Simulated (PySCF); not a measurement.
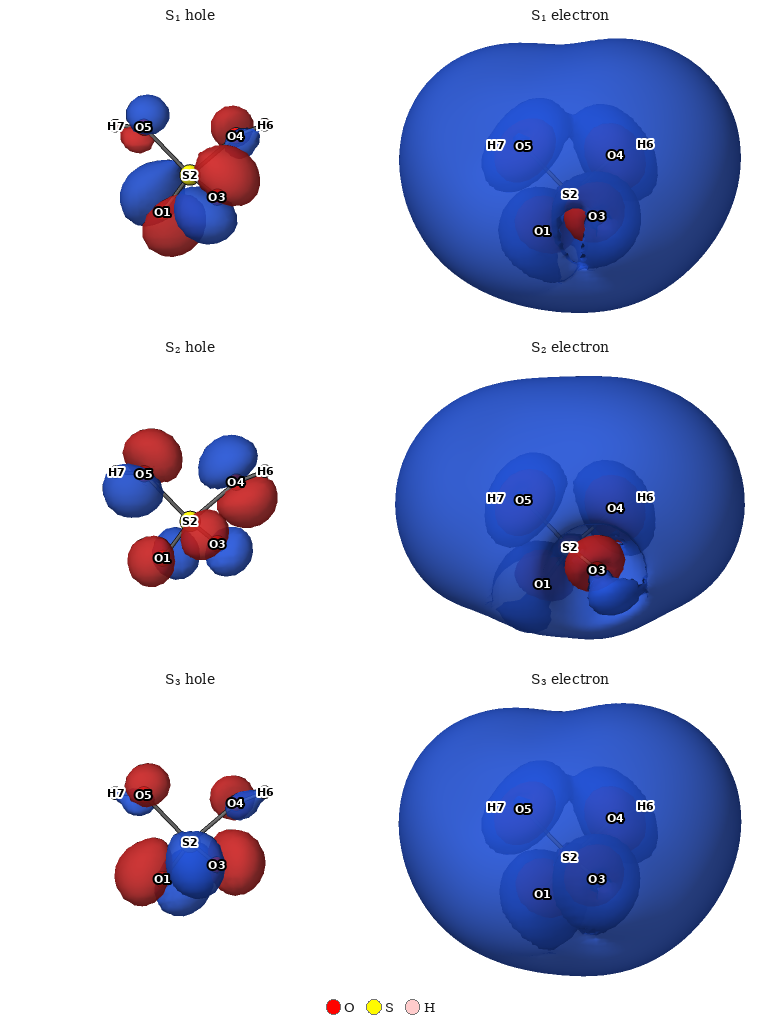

Figure. H$_{2}$O$_{4}$S, SMILES `O=S(=O)(O)O`. Leading natural transition orbitals (TDA singlet states).

Computed with PySCF, ωB97X/def2-SVPD, geometry: GFN2-xTB. No frequency check shows the geometry to be a minimum. GFN2-xTB bond lengths at metals and heavier atoms can be off by up to 0.1 Å and shapes distorted, which carries into these values.

Input script:

```python
import numpy as np
from pyscf import gto, scf, dft, tdscf
from pyscf.scf import atom_ks, atom_hf
from scipy.linalg import block_diag

def solve(mol, dm0=None, hcore=None):
    mf = (dft.UKS if mol.spin else dft.RKS)(mol, xc='wb97x')
    mf.grids.level = 3
    mf = mf.density_fit(auxbasis='def2-universal-jkfit')
    mf.conv_tol, mf.max_cycle = 1e-8, 80
    if hcore is not None:
        mf.get_hcore = lambda *args: hcore
    mf.kernel(dm0)
    if not mf.converged:
        mf = mf.newton().run(mf.mo_coeff, mf.mo_occ, max_cycle=30)
    assert mf.converged, 'SCF not converged'
    return mf

mol = gto.M(atom='''
O      0.73430     0.83980    -0.99434
S     -0.00005     0.14963     0.00023
O     -0.73609     0.83684     0.99558
O     -0.98753    -0.86198    -0.71670
O      0.98928    -0.86159     0.71534
H     -1.71286    -1.01073    -0.11237
H      1.71392    -1.00800     0.10964
''', basis='def2-svpd', charge=0, spin=0, verbose=4)
mf = solve(mol)
td = mf.TDA()
td.nstates, td.singlet, td.conv_tol = 5, True, 1e-5
td.kernel()
td.analyze()
x, y = np.array([p[0] for p in td.xy]), np.array([p[1] + 0 * p[0] for p in td.xy])
f, mu = td.oscillator_strength(), td.transition_dipole()
nto = [td.get_nto(state=i + 1, verbose=4) for i in range(len(td.e))]
# spherically averaged free atoms, for the promolecule
atm = atom_ks.get_atm_nrks(mol, xc='wb97x')
pro = block_diag(*[(atm[a[0]][2] * atm[a[0]][3]) @ atm[a[0]][2].T for a in mol._atom])
np.savez('result.npz', e=td.e, f=f, ok=td.converged, w=[n[0] for n in nto], nto=[n[1] for n in nto], x=x, y=y, c=mf.mo_coeff, occ=mf.mo_occ, eps=mf.mo_energy, pro=pro, mu=mu)
```

Launched as:

```sh
OMP_NUM_THREADS=1 python input.py
```

The run took 5.7 min on 1 thread of Intel(R) Xeon(R) Processor @ 2.50GHz (Skylake/Cascade Lake), on a shared host, peak memory 0.71 GiB.

Give the energy and character of each state.

By state:
- S₁: 8.83 eV (140 nm), f = 0.014, diffuse (Rydberg-like) orbital; the leading pair carries 96 %; hole on O1 and O3 (38 % each), S2 (10 %) and O4 and O5 (6 % each), electron on S2 (22 %), H6 and H7 (14 % each) and O4 and O5 (13 % each) (atom shares of so diffuse an orbital are rough); their centroids lie 0.9 Å apart.
- S₂: 8.95 eV (139 nm), f = 0.001 (very weak), diffuse (Rydberg-like) orbital; the leading pair carries 94 %; hole on O4 and O5 (30 % each), O1 and O3 (14 % each) and S2 (8 %), electron on S2 (18 %), H6 and H7 (18 % each) and O4 and O5 (15 % each) (atom shares of so diffuse an orbital are rough); their centroids lie 0.5 Å apart.
- S₃: 9.23 eV (134 nm), f = 0.005, diffuse (Rydberg-like) orbital; the leading pair carries 91 %; hole on O1 and O3 (36 % each), S2 (12 %) and O4 and O5 (7 % each), electron on S2 (22 %), H6 and H7 (15 % each) and O4 and O5 (13 % each) (atom shares of so diffuse an orbital are rough); their centroids lie 0.9 Å apart.
